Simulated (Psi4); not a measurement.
# [SiCl3]+ (SMILES Cl[Si+](Cl)Cl) at wB97M-V/aug-cc-pVDZ

Aim: the energy change on altering one bond length of [SiCl3]+ at wB97M-V/aug-cc-pVDZ, from 2 runs. Input form: a Python script.

The calculation is run with Psi4 1.11.

2 further runs of the same task are left out: 2 set aside as unsound or not needed.

**1. The molecule**

[SiCl3]+: 4 atoms, total charge +1, spin state singlet. SMILES: `Cl[Si+](Cl)Cl`. The shape is that of a PBE0-D4/def2-TZVP optimisation.

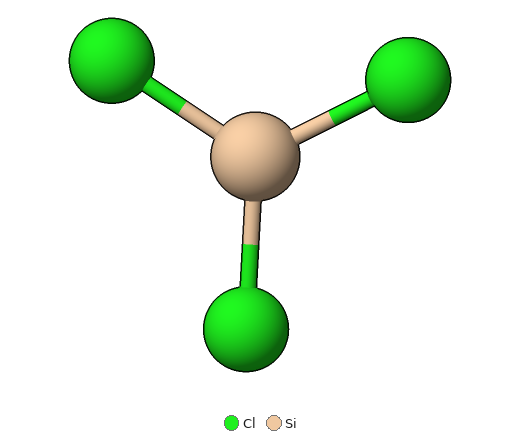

Viewed from a chosen angle; chlorine green, silicon light orange.

**2. A single-point energy at wB97M-V/aug-cc-pVDZ**

File job.py:

```python
import psi4

psi4.set_memory(2200000000)
psi4.set_num_threads(1)
psi4.core.set_output_file('psi4.out', False)

m = psi4.geometry("""
1 1
Cl    -1.556000    -0.622300     0.990900
Si     0.000000    -0.000100    -0.000100
Cl     1.772000    -0.669600     0.449500
Cl    -0.216000     1.292000    -1.440300
symmetry c1
no_reorient
no_com
""")

psi4.set_options({
    'basis': 'aug-cc-pVDZ',
    'reference': 'rks',
    'puream': True,
    'e_convergence': 1e-09,
    'd_convergence': 1e-08,
    'scf_type': 'pk',
    'dft_radial_points': 99,
    'dft_spherical_points': 590,
})

result = psi4.energy("wb97m-v")
print(f'total energy {result:.8f} hartree = {result * 27.211386:.5f} eV')
```

Started as:

```bash
$ python job.py
```

psi4.out, cut to the lines that bear on the results:

```text
[...]
  Running in c1 symmetry.
[...]
  Nuclear repulsion =  330.127150927455659
[...]
  Multiplicity = 1
[...]
  Nalpha       = 32
  Nbeta        = 32
[...]
    Number of basis functions: 108
[...]
   @RKS iter   1: -1669.79515878603888    5.19935e-01   2.44549e-03 DIIS/ADIIS
[...]
   @RKS iter   9: -1669.84186619360048   -5.79803e-11   7.20586e-09 DIIS
[...]
    Orbital Energies [Eh]
    ---------------------
    Doubly Occupied:
       1A   -102.140850     2A   -102.140849     3A   -102.140846
       4A    -66.812420     5A     -9.906959     6A     -9.906955
       7A     -9.906953     8A     -7.609971     9A     -7.609970
      10A     -7.609968    11A     -7.603784    12A     -7.603781
      13A     -7.603779    14A     -7.602261    15A     -7.602258
      16A     -7.602256    17A     -5.826028    18A     -4.142812
      19A     -4.138952    20A     -4.138952    21A     -1.245061
      22A     -1.203298    23A     -1.203296    24A     -0.875997
      25A     -0.771650    26A     -0.771649    27A     -0.728605
      28A     -0.687278    29A     -0.687275    30A     -0.674340
      31A     -0.674338    32A     -0.650645
[...]
  @RKS Final Energy: -1669.84186619360048
   => Energetics <=
    Nuclear Repulsion Energy =            330.1271509274556593
    One-Electron Energy =               -2949.3046242938180512
    Two-Electron Energy =                1030.5619726288095990
    DFT Exchange-Correlation Energy =     -81.4920755803892263
    Empirical Dispersion Energy =           0.0000000000000000
    VV10 Nonlocal Energy =                  0.2657101243413643
    Total Energy =                      -1669.8418661936004810
[...]
 Multipole Moments:
 ------------------------------------------------------------------------------------
     Multipole            Electronic (a.u.)      Nuclear  (a.u.)        Total (a.u.)
 ------------------------------------------------------------------------------------
 L = 1.  Multiply by 2.5417464519 to convert [e a0] to [Debye]
 Dipole X            :         -0.0000118            0.0000000           -0.0000118
 Dipole Y            :         -0.0007088            0.0005669           -0.0001419
 Dipole Z            :         -0.0007229            0.0005669           -0.0001560
 Magnitude           :                                                    0.0002112
[...]
```

The script printed:

```text
total energy -1669.84186619 hartree = -45438.71158 eV
```

Wall time 95 s (1 thread of AMD EPYC 7R43 (Zen 3), shared host); peak memory 1.2 GiB.

**3. The distorted shape, same level**

File calc.py:

```python
import psi4

psi4.set_memory(2200000000)
psi4.set_num_threads(1)
psi4.set_output_file('output.dat', False)

molecule = psi4.geometry("""
1 1
Cl    -1.523602    -0.816105     1.206918
Si     0.032398    -0.193905     0.215918
Cl     1.804398    -0.863405     0.665518
Cl    -0.216000     1.292000    -1.440300
units angstrom
symmetry c1
no_reorient
no_com
""")

options = {'basis': 'aug-cc-pVDZ', 'reference': 'rks', 'puream': True, 'e_convergence': 1e-09, 'd_convergence': 1e-08, 'scf_type': 'pk', 'dft_radial_points': 99, 'dft_spherical_points': 590}
psi4.set_options(options)

e, wfn = psi4.energy("wb97m-v", return_wfn=True)
print(f'wb97m-v energy: {e:.10f} Eh')
for k, v in sorted(psi4.core.scalar_variables().items()):
    print(f'{k:45s} {v:18.10f}')
```

Started as:

```bash
$ python calc.py
```

output.dat, cut to the lines that bear on the results:

```text
[...]
  Running in c1 symmetry.
[...]
  Nuclear repulsion =  315.293458268249083
[...]
  Multiplicity = 1
[...]
  Nalpha       = 32
  Nbeta        = 32
[...]
    Number of basis functions: 108
[...]
   @RKS iter   1: -1669.75165313966681    3.02362e-01   2.81502e-03 DIIS/ADIIS
[...]
   @RKS iter  11: -1669.81989879854791   -1.04592e-11   6.93287e-09 DIIS
[...]
    Orbital Energies [Eh]
    ---------------------
    Doubly Occupied:
       1A   -102.153040     2A   -102.153037     3A   -102.121810
       4A    -66.831346     5A     -9.918788     6A     -9.918785
       7A     -9.882190     8A     -7.621926     9A     -7.621923
      10A     -7.615588    11A     -7.615585    12A     -7.614045
      13A     -7.614043    14A     -7.587038    15A     -7.578531
      16A     -7.577466    17A     -5.840135    18A     -4.157464
      19A     -4.153459    20A     -4.152626    21A     -1.243614
      22A     -1.213211    23A     -1.155308    24A     -0.877315
      25A     -0.773577    26A     -0.749411    27A     -0.725057
      28A     -0.683187    29A     -0.681967    30A     -0.677822
      31A     -0.642159    32A     -0.635426
[...]
  @RKS Final Energy: -1669.81989879854791
   => Energetics <=
    Nuclear Repulsion Energy =            315.2934582682490827
    One-Electron Energy =               -2919.7103229629187808
    Two-Electron Energy =                1015.7502475378470308
    DFT Exchange-Correlation Energy =     -81.4196215813143027
    Empirical Dispersion Energy =           0.0000000000000000
    VV10 Nonlocal Energy =                  0.2663399395886839
    Total Energy =                      -1669.8198987985481381
[...]
 Multipole Moments:
 ------------------------------------------------------------------------------------
     Multipole            Electronic (a.u.)      Nuclear  (a.u.)        Total (a.u.)
 ------------------------------------------------------------------------------------
 L = 1.  Multiply by 2.5417464519 to convert [e a0] to [Debye]
 Dipole X            :         -2.8368213            2.9387207            0.1018994
 Dipole Y            :         16.9692632          -17.5788749           -0.6096117
 Dipole Z            :        -18.9156699           19.5948801            0.6792102
 Magnitude           :                                                    0.9183335
[...]
```

The script printed:

```text
wb97m-v energy: -1669.8198987985 Eh
CURRENT ENERGY                                  -1669.8198987985
CURRENT REFERENCE ENERGY                        -1669.8198987985
DD SOLVATION ENERGY                                 0.0000000000
DFT FUNCTIONAL TOTAL ENERGY                     -1669.8198987985
DFT TOTAL ENERGY                                -1669.8198987985
DFT VV10 ENERGY                                     0.2663399396
DFT XC ENERGY                                     -81.4196215813
GRID ELECTRONS ALPHA                               32.0000000966
GRID ELECTRONS BETA                                32.0000000966
GRID ELECTRONS TOTAL                               64.0000001932
NUCLEAR REPULSION ENERGY                          315.2934582682
ONE-ELECTRON ENERGY                             -2919.7103229629
PCM POLARIZATION ENERGY                             0.0000000000
PE ENERGY                                           0.0000000000
SCF ITERATION ENERGY                            -1669.8198987985
SCF ITERATIONS                                     11.0000000000
SCF TOTAL ENERGY                                -1669.8198987985
TWO-ELECTRON ENERGY                              1015.7502475378
XC GRID RADIAL POINTS                              99.0000000000
XC GRID SPHERICAL POINTS                          590.0000000000
XC GRID TOTAL POINTS                           227104.0000000000
```

It took 94 s on 1 thread of AMD EPYC 7R43 (Zen 3), shared host; peak memory 1.2 GiB.

**4. What came out**

Level: wB97M-V/aug-cc-pVDZ.

| quantity | value |
| --- | --- |
| first shape: total energy | -1669.84187 Eh |
| first shape: HOMO energy | -17.70 eV |
| first shape: LUMO energy | -6.34 eV |
| first shape: HOMO–LUMO gap | 11.37 eV |
| distorted shape: total energy | -1669.81990 Eh |
| distorted shape: HOMO energy | -17.29 eV |
| distorted shape: LUMO energy | -6.91 eV |
| distorted shape: HOMO–LUMO gap | 10.38 eV |
| energy change with the Si2–Cl4 bond stretched from 1.947 to 2.239 Å | 0.598 eV |

What this shows: With the Si2–Cl4 bond stretched from 1.947 to 2.239 Å the energy rises by 0.60 eV (13.8 kcal/mol). The first shape isn't relaxed at this level, so the change isn't measured from a minimum.
